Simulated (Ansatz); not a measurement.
```yaml
atoms:
  - { symbol: Hf, position_ang: [-0.0263, 0.8804, -0.2361] }
  - { symbol: O, position_ang: [1.4445, -0.3581, -0.2015] }
  - { symbol: F, position_ang: [-1.3666, 0.3534, -1.5156] }
  - { symbol: F, position_ang: [-0.8030, 1.1259, 1.5101] }
  - { symbol: F, position_ang: [0.6376, 2.5932, -0.7949] }
  - { symbol: H, position_ang: [-0.6886, -1.9252, 0.5937] }
  - { symbol: H, position_ang: [-1.3968, -1.7111, 0.8056] }
  - { symbol: H, position_ang: [2.1992, -0.9585, -0.1612] }
```

Core potentials replace the inner electrons of Hf.

These are results of UKS PBE/def2-SVP (Ansatz 0.2.0), not measurements.

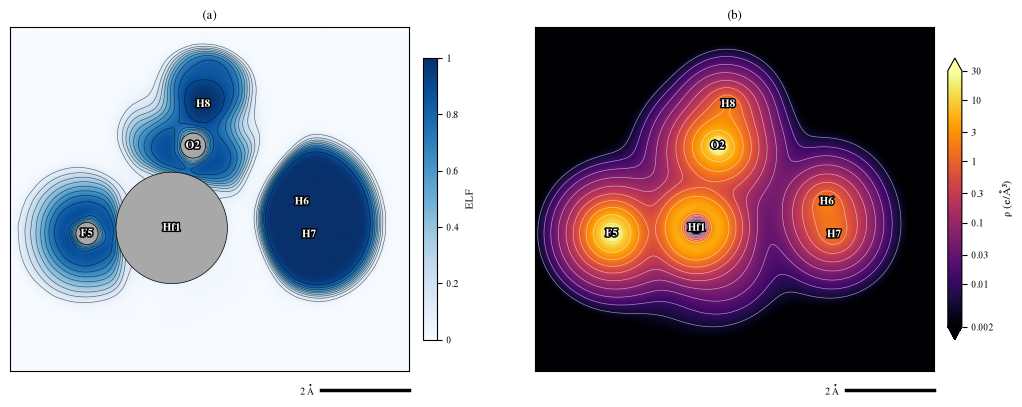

F₃HHfO···H₂. (a) electron localisation function; (b) electron density on the plane of atoms O2, Hf1 and F5. Grey discs cover the atomic cores in the ELF map.

Interpret the plot.

Answer.
- The section cuts through Hf, O, F and H sites.
- Hf1···H6 (3.00 Å): the density falls to about 0.04 e/Å³ on the way; the ELF dips to about 0 between them.
- Hf–F (1.92 Å): the density is about 0.86 e/Å³ at the midpoint; the ELF peaks at about 0.85 in the valence shell of F, 0.5 Å from its nucleus, and drops to about 0.20 between the two atoms.
- Hf–O (1.92 Å): the density is about 0.85 e/Å³ at the midpoint; the ELF peaks at about 0.80 in the valence shell of O, 0.5 Å from its nucleus, and drops to about 0.15 between the two atoms.
- H–H (0.77 Å): ρ at the midpoint is about 1.6 e/Å³; the ELF is about 1 at the midpoint.
- O–H (0.97 Å): ρ is about 3.6 e/Å³ halfway; the ELF climbs to about 1 towards the hydrogen, as it does in any bond to H (a covalent bond by its length).
